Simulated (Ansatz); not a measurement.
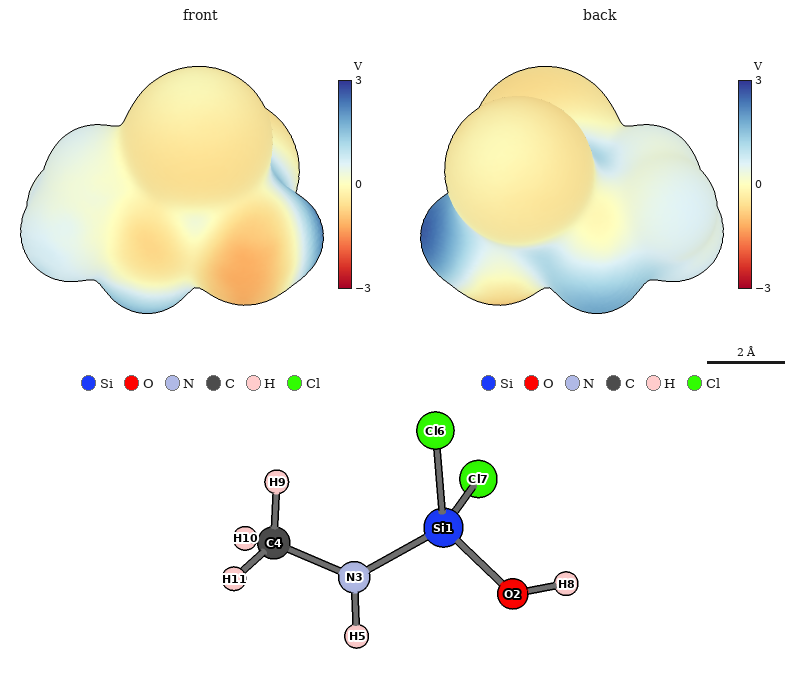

Figure 1: CH$_{5}$Cl$_{2}$NOSi. The electrostatic potential painted on the density surface at 0.002 e/bohr³, seen from the front and from behind; red is negative and blue positive. The bare structure is drawn below in the same view.

Computed with UKS BLYP-D4/def2-SVP in Ansatz.

The calculation's input:

```
crystal:
  periodic: [false, false, false]
  atoms:
    - { symbol: Si, position_ang: [0.652827, 0.879318, 0.249909] }
    - { symbol: O, position_ang: [2.281278, 0.323282, 0.126419] }
    - { symbol: "N", position_ang: [-0.096778, -0.496477, -0.40739] }
    - { symbol: C, position_ang: [-1.445593, -1.031505, -0.254689] }
    - { symbol: H, position_ang: [0.672612, -1.156554, -0.552019] }
    - { symbol: Cl, position_ang: [0.06791, 1.303443, 2.204855] }
    - { symbol: Cl, position_ang: [0.396018, 2.652557, -0.814691] }
    - { symbol: H, position_ang: [2.947277, 1.039161, 0.126455] }
    - { symbol: H, position_ang: [-2.19087, -0.218183, -0.355285] }
    - { symbol: H, position_ang: [-1.662853, -1.771435, -1.051906] }
    - { symbol: H, position_ang: [-1.621728, -1.523708, 0.728343] }
magnetization:
  spin_polarized: true
basis:
  gaussian: { orbitals: def2-SVP }
hamiltonian:
  xc: blyp
  dispersion: d4
relax:
  f_tol: 0.03
  max_steps: 50
output:
  orbitals: {}
```

Command:

```sh
ansatz run input.yaml --threads 4 --pin off --max-ram 5120MiB --backend cpu --events-out ev --progress --plain --runs-dir out
```

The fields are those of the run's last geometry, not of the input's.

**Where is the surface potential most negative and most positive?**

The most negative region (about −1.2 V) lies over O2, the most positive (about +2.5 V) over H8. O2 is the likeliest acceptor of a hydrogen bond.
